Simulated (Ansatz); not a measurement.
Band structure of BiPt (P6_3/mmc, 4 atoms in the cell).

```xyz
4
Lattice="4.3968 0.0000 0.0000 -2.1984 3.8077 0.0000 0.0000 0.0000 5.5525" Properties=species:S:1:pos:R:3 pbc="T T T"
Bi     0.0000     2.5385     1.3881
Bi     2.1984     1.2692     4.1644
Pt     0.0000     0.0000     2.7762
Pt     0.0000     0.0000     0.0000
```

Method of the run: LDA (PW92), PAW files made with PBE (plane waves; Ansatz, an electronic-structure program).

Settings: basis.ecutwfc = 420 eV; kpoints.mp_grid.grid = 7 7 5; hamiltonian.xc = lda; hamiltonian.pseudopotentials = {kind: paw} (an earlier, softer set of the program's PAW files); scf.occupations.method = fermi_dirac; scf.occupations.width = 0.1 eV; kpoints.band_path.npoints = 8.

The starting cell comes from a database of computed structures (which also holds hypothetical and non-ambient phases and stackings), without a prior relaxation at this level. Its lattice was rescaled by a random factor within 2.5 % of one. Spin-orbit coupling is off. Spin polarisation is off.

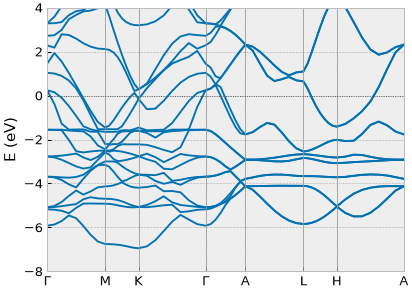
Bands along the path, energies from the Fermi level.

Levels in eV from the Fermi level, bands 29 to 36:
```tsv
point	29	30	31	32	33	34	35	36
Γ	-1.56	-1.56	0.24	0.24	1.04	1.45	2.29	2.72
M	-2.50	-2.44	-2.21	-1.65	-1.53	-1.46	2.11	4.14
K	-2.22	-1.60	-1.60	-1.46	-0.16	-0.16	0.28	0.28
A	-2.92	-2.92	-1.77	-1.77	2.32	2.32	2.32	2.32
L	-2.67	-2.67	-2.55	-2.55	0.64	0.64	1.10	1.10
H	-2.82	-2.82	-2.01	-2.01	-1.42	-1.42	4.34	4.34
```

Bands cross the Fermi level along this path, so the cell is metallic at this level.

Keys are those of Ansatz 0.2.
